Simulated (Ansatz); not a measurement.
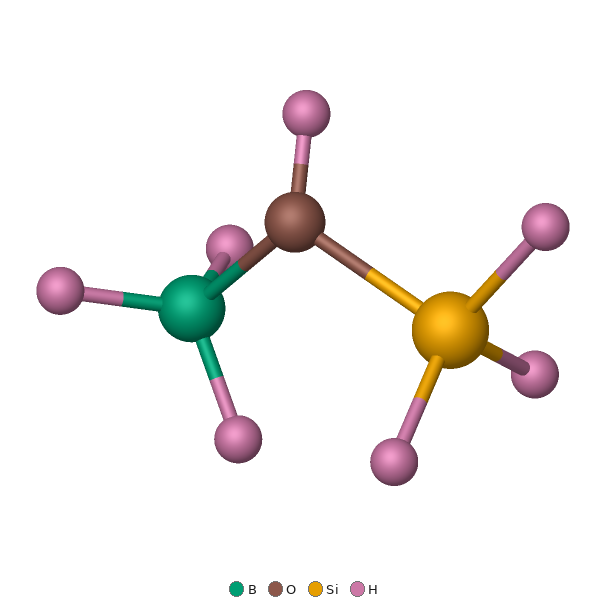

Sticks follow a distance rule. Harmonic vibrations computed with RKS PBE0-D4/def2-TZVP (Ansatz 0.2.0) at a stationary point of the same level.

> How many imaginary frequencies does it have?

A minimum: no imaginary frequency, and the lowest mode lies at 118 cm⁻¹.

> List the wavenumbers.

24 modes: 118, 167, 252, 391, 542, 671, 696, 755, 921, 934, 943, 962, 974, 1120, 1156, 1184, 1207, 2231, 2283, 2308, 2437, 2517, 2575, 3885 cm⁻¹.
